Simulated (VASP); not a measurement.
Here is the system:

```
CELL_PARAMETERS angstrom
      2.83895     0.00000     0.00000
      0.00000     2.83895     0.00000
      0.00000     0.00000     2.83895
ATOMIC_POSITIONS crystal
  Fe 0.00000 0.00000 0.00000
  Al 0.50000 0.50000 0.50000
```

Level of theory: PBEsol GGA, VASP's PBE PAW potentials (set 64) (plane waves; VASP 6.6.1). Run with 400 eV cut-off, 14×14×14 Γ-centred mesh, tetrahedra with Blöchl corrections, potentials Fe Al.

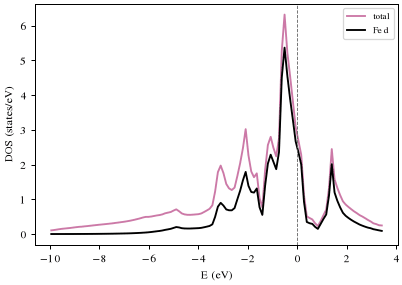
*Total and projected density of states, zero at the Fermi level*

Within 2 eV below the Fermi level the largest weight inside VASP's projection spheres is Fe d.

It has no gap at this level: it comes out as a metal or semimetal.

The structure was generated: FeAl was put into the CsCl type type (Pm-3m), which need not be its known phase. It was relaxed first, which changed the volume by -36 %. The run is not spin-polarised, so no magnetic state was tried. The electron count is odd and the run is not spin-polarised, which forces a metal.
